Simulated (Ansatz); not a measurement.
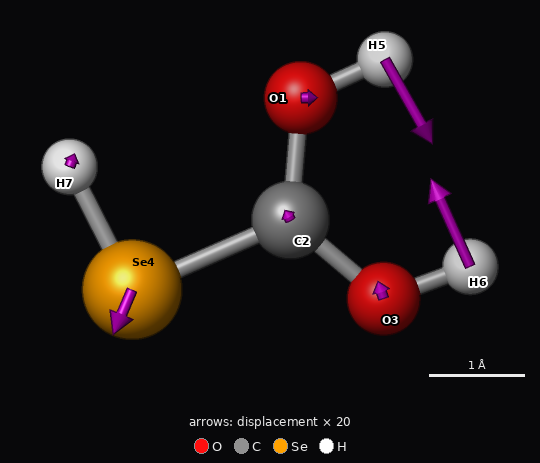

A relaxation of CH3O2Se (charge +1). The starting structure is drawn; purple arrows show the displacements, 20 times their true length. The two geometries are superimposed by the best rigid fit.

The picture is a ball-and-stick view, seen at a tilt.

The run prepares an end point of a later path (hydrogen shift) calculation, from a guessed geometry.

Level of theory: RKS PBE0/def2-SVP (Ansatz 0.2.0). (no spin polarisation; force threshold 0.02 eV/Å; at most 50 steps)

**Atoms of which element are displaced furthest, and by how much?**

Hydrogen: up to 0.052 Å, against 0.026 Å for selenium.

**What happened in the run?**

After 5 geometry steps the energy has fallen by 0.024 eV. The largest force component goes from 0.7 to 0.0092 eV/Å. The largest moves after the best rigid fit, 0.052 Å, are those of H5 and H6. By element the largest moves are H 0.052 Å, Se 0.026 Å, O 0.010 Å, C 0.006 Å. Some distances before and after: Se4–H7 1.452 → 1.474 Å, C2–Se4 1.829 → 1.847 Å, O1–C2 1.289 → 1.285 Å. Among the angles between lasting bonds that change: C2–O3–H6 119.8° → 117.5°, C2–O1–H5 119.3° → 117.1°.
